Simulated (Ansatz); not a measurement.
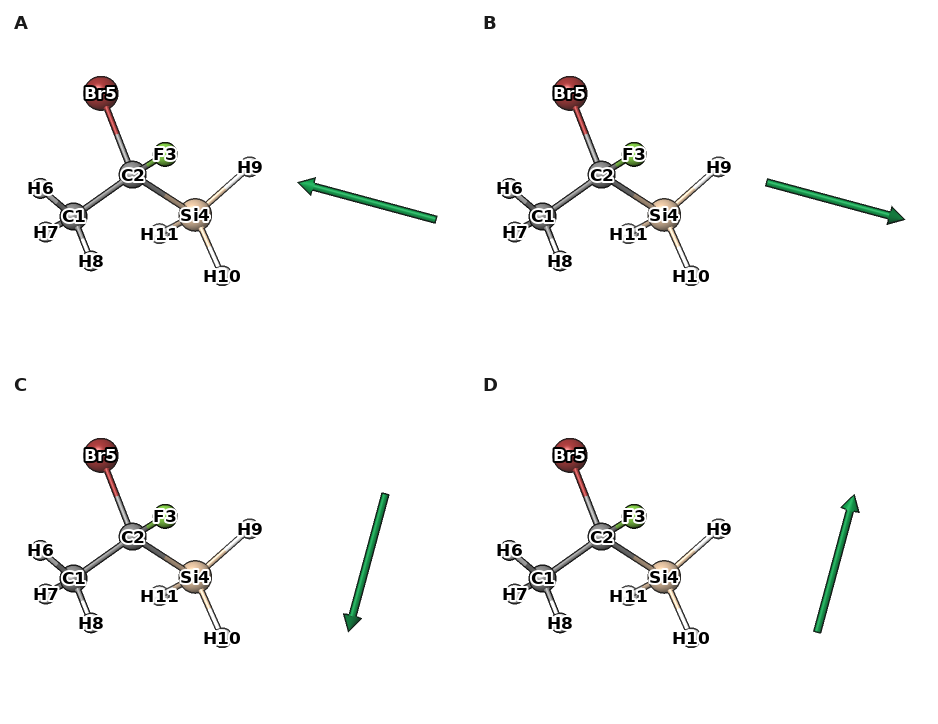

The same molecule four times, each with an arrow. The computed structure is the end point of a PBE0-D4/def2-TZVP optimisation. No frequency run is at hand to confirm it as a minimum. Properties computed with RKS PBE-D4/def2-TZVPP (Ansatz 0.2.0).

> Which arrow points along the dipole moment, from the negative to the positive end?

C. The dipole moment is 1.90 D; it points from the side of Br5 to the side of H8 (the outermost atoms at the two ends).
